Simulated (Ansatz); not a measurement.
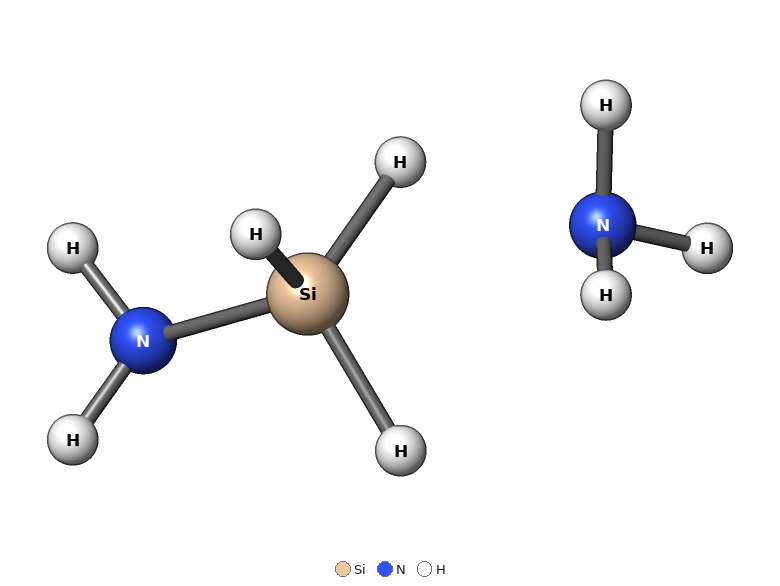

Harmonic vibrations computed with RKS PBE0-D4/def2-TZVP (Ansatz 0.2.0) at a stationary point of the same level.

Question: Is this a minimum or a saddle point?

Answer: A minimum: no imaginary frequency, and the lowest mode lies at 68 cm⁻¹.

Question: How many vibrational modes are there, and where do they lie?

Answer: 27 modes: 68, 101, 115, 119, 185, 262, 284, 416, 678, 776, 825, 898, 929, 958, 961, 1050, 1585, 1664, 1664, 2178, 2232, 2241, 3502, 3592, 3634, 3634, 3683 cm⁻¹.
